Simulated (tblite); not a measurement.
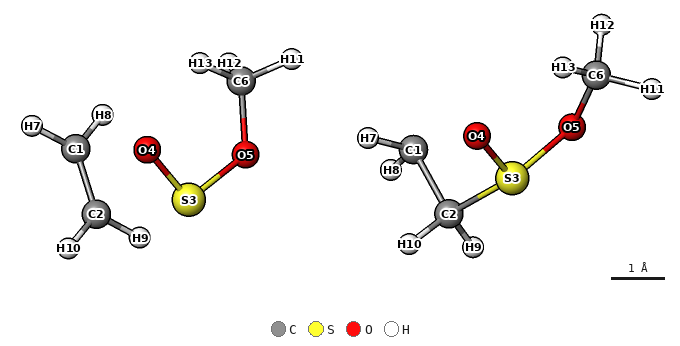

Two geometries of C$_{3}$H$_{7}$O$_{2}$S (multiplicity 2), drawn at one scale. One is the start of a relaxation, the other its converged end. A ball-and-stick model, seen from a free direction.

All numbers below come from GFN2-xTB geometry optimisation, gas phase in tblite. 

Which geometry has the lower energy?

Answer. The left one is the relaxed one. Over 126 geometry steps the energy falls by 1.838 eV. The atom that moves furthest after the best rigid fit is H8 (1.49 Å). Largest moves by element: H 1.49 Å, S 0.88 Å, O 0.83 Å, C 0.43 Å. Near-neighbour distances that change, for instance: C2–S3 1.807 → 2.790 Å, C1–S3 2.671 → 3.340 Å, C1–C2 1.539 → 1.322 Å, S3–O4 1.526 → 1.456 Å. Bonds break, among them: C2–S3 (1.81 → 2.79 Å). Among the angles between lasting bonds that change: C2–C1–H7 103.6° → 121.9°, C2–C1–H8 104.8° → 122.0°, C1–C2–H10 109.2° → 121.7°. Groups turn about S3–O5 by about 35°.
